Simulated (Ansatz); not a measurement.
The compound is FeO (space group Fm-3m, No. 225), taken as the input geometry of an electronic-structure calculation (not necessarily at equilibrium); the starting structure was generated, so it need not be a known form of this composition.

```yaml
crystal:
  lattice:
    - [4.30991, 0.00000, 0.00000]
    - [0.00000, 4.30991, 0.00000]
    - [0.00000, 0.00000, 4.30991]
  atoms:
    - { symbol: Fe, position: [0.00000, 0.00000, 0.00000] }
    - { symbol: O, position: [0.50000, 0.00000, 0.00000] }
    - { symbol: Fe, position: [0.00000, 0.50000, 0.50000] }
    - { symbol: O, position: [0.50000, 0.50000, 0.50000] }
    - { symbol: Fe, position: [0.50000, 0.00000, 0.50000] }
    - { symbol: O, position: [0.00000, 0.00000, 0.50000] }
    - { symbol: Fe, position: [0.50000, 0.50000, 0.00000] }
    - { symbol: O, position: [0.00000, 0.50000, 0.00000] }
```

Describe the stacking along [111], with columns A (0, 0), B (1/3, 2/3), C (2/3, 1/3) of the hexagonal mesh spanned by (a − b)/2 and (b − c)/2.

Fe(A) – O(C) – Fe(B) – O(A) – Fe(C) – O(B) (six layers in 7.46 Å).

O layers alone: CAB, the cubic close-packed type.

Fe: three octahedral sites in each hexagonal cell.

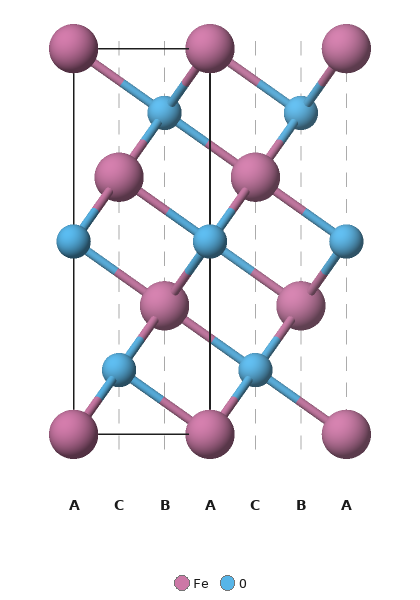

The picture looks along a close-packed row of the hexagonal mesh; [111] points upwards. The dashed lines mark the three columns A (0, 0), B (1/3, 2/3) and C (2/3, 1/3). The box is the hexagonal cell of the face-centred cubic lattice. The sequence starts with the first layer at or above the cell's origin.
